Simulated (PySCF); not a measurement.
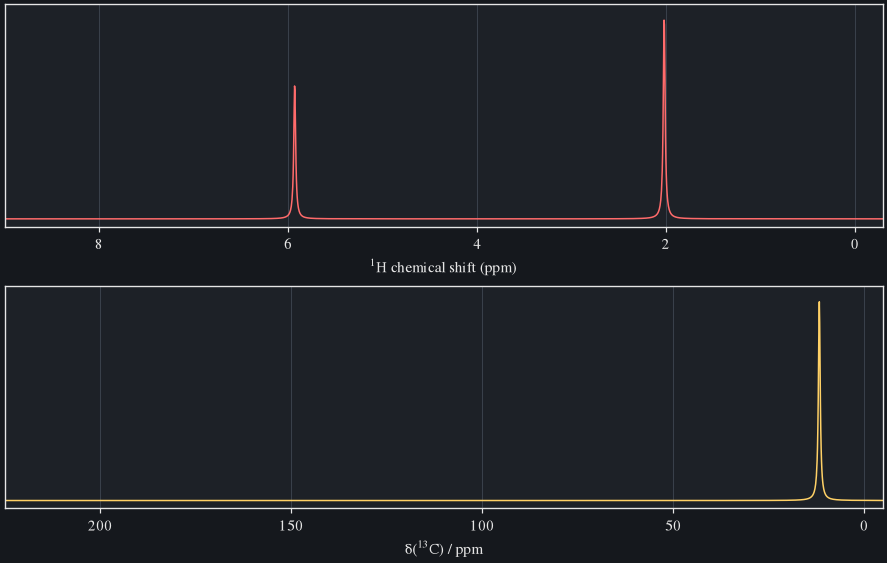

GIAO shifts, PBE0/6-311+G(2d,p), PySCF, at a PBE0-D3(BJ)/def2-SVP geometry (no frequency check), against TMS for ¹H and TMS for ¹³C computed at the same level. Gas phase, fully decoupled, line heights follow the number of nuclei, widths are arbitrary (no quadrupolar broadening); values of one conformer, averaged over methyl-type rotors and exact or near symmetry; other conformers aren't averaged in.

Which molecule was computed?
A. C₄H₇FSi, SMILES F/C=C/[C@@H]1C[SiH2]1
B. C₄H₅FO, SMILES COC1=C[C@@H]1F
C. CH₅ClSSi, SMILES CS[SiH2]Cl
D. C₂H₆BFN₂, SMILES C[NH2+][B@H-](F)C#N

Answer. C. Its ¹H signals: 5.93 (2 H), 2.02 (3 H) ppm. Its ¹³C signals: 11.7 (1 C) ppm.
